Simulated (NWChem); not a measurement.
Run report: LiNa, energy and gradient calculation

- system: LiNa (lithium sodium), SMILES [Li][Na]
- method: revPBE/cc-pVTZ, RKS (NWChem 7.3.0)

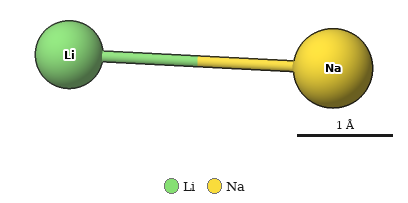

Figure 1. The structure (ball-and-stick view, seen at an oblique angle). Sticks mark near contacts. Bond lengths as drawn: Li–Na 2.81 Å.

## Summary

```json
{"quantity": "outcome", "value": "converged"}
{"quantity": "total energy", "value": "−169.756024 hartree"}
{"quantity": "basis functions", "value": "64"}
{"quantity": "largest force", "value": "0.195 eV/Å"}
{"quantity": "HOMO", "value": "−3.17 eV"}
{"quantity": "LUMO", "value": "−1.76 eV"}
{"quantity": "dipole moment", "value": "0.39 D"}
{"quantity": "hardware", "value": "1 thread of AMD EPYC (Zen 5), 16 GiB of memory available, shared host"}
{"quantity": "wall time", "value": "12 s"}
{"quantity": "peak memory", "value": "0.12 GiB"}
```

## Remarks

The record of the run, not the program, notes: grid integrates the density poorly.

## The input
```python
from ase import Atoms
from ase.calculators.nwchem import NWChem

atoms = Atoms('LiNa', positions=[
    [0.000000, 0.000000, 0.000000],
    [0.000000, 0.000000, 2.810000],
])

calc = NWChem(
    label='job',
    theory='dft',
    memory='2200 mb',
    basis='cc-pVTZ',
    basispar='spherical bse',
    dft={'xc': 'revpbe cpbe96', 'mult': '1', 'grid': 'xfine', 'convergence': 'energy 1e-08', 'iterations': '100', 'mulliken': None},
)
atoms.calc = calc

forces = atoms.get_forces()
print(f"energy = {atoms.get_potential_energy():.6f} eV")
print("forces (eV/A):")
for s, f in zip(atoms.symbols, forces):
    print(f"{s:2s} {f[0]:10.5f} {f[1]:10.5f} {f[2]:10.5f}")
print("dipole (e A):", atoms.get_dipole_moment().round(4))
```

## File job.nwi
```
title "job"

permanent_dir job

scratch_dir job

start job

geometry units angstrom nocenter noautosym noautoz
  Li 0.0000000000000000e+00 0.0000000000000000e+00 0.0000000000000000e+00
  Na 0.0000000000000000e+00 0.0000000000000000e+00 2.8100000000000001e+00
end

memory 2200 mb

basis spherical bse noprint
   * library cc-pVTZ
end

dft
  xc revpbe cpbe96
  mult 1
  grid xfine
  convergence energy 1e-08
  iterations 100
  mulliken
end

task dft gradient
```

Launch command:
```bash
export ASE_NWCHEM_COMMAND="nwchem PREFIX.nwi > PREFIX.nwo"
python run.py
```

## Output
```
energy = -4619.296694 eV
forces (eV/A):
Li    0.00000   -0.00000   -0.19530
Na   -0.00000    0.00000    0.19530
dipole (e A): [-0.      0.      0.0802]
```

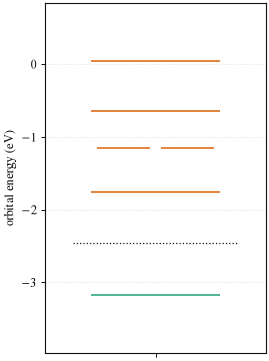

Figure 2. Orbital energies near the frontier; the dotted line parts filled from empty levels, and levels within 0.02 eV of each other stand side by side. Highest filled −3.17 eV, lowest empty −1.76 eV, 1.41 eV apart.

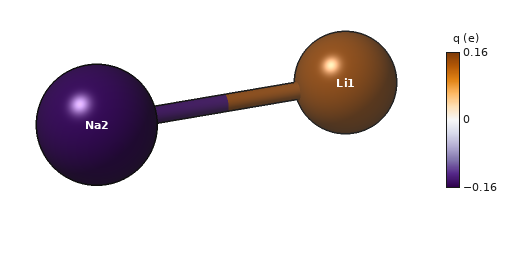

Figure 3. Mulliken charges, as the colour of each atom (ball-and-stick view, seen at a tilt; atoms are numbered from 1 in the order of the input). By element: Li +0.15 and Na −0.15 e.
